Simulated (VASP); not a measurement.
Band structure of Al3Sc (L1_2). Level of theory: vdW-DF2, VASP's PBE PAW potentials (set 64) (plane waves; VASP).

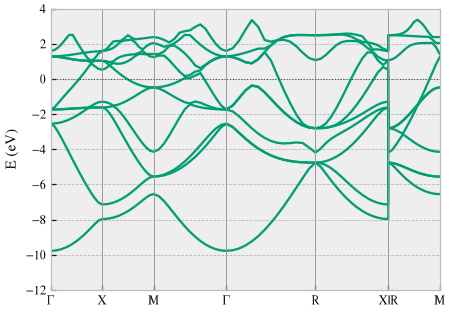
Fig. 1. Bands along high-symmetry lines, zero at the valence-band maximum or, without a gap, the Fermi level

Q: Read the plot: is there a gap, and where are the band edges?

A: It has no gap at this level: it comes out as a metal or semimetal. (Edges off the drawn lines would not show.)

The compound is Al3Sc in the L1_2 structure. It was relaxed first.
